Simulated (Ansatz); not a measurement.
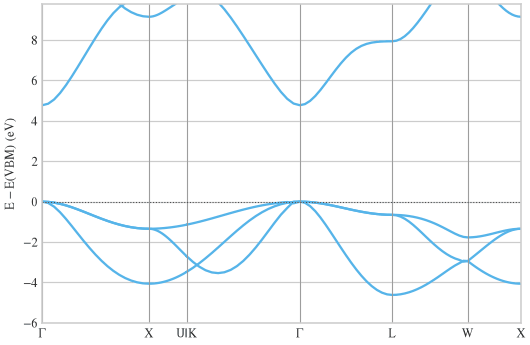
Band structure from plane-wave PAW PBE+D3(BJ) (Ansatz code)

Q: Read off the gap and where the band edges lie.

A: About 4.8 eV (4.77 eV by a search for the band edges); maximum at Γ, minimum at Γ.

The material is MgO (rock salt, space group No. 225).

Space group Fm-3m (rock salt). The PBE+D3(BJ) relaxation kept the symmetry of its start. The volume moved by -40 % from the start of the relaxation.

Potentials: the later of the program's two PAW sets.
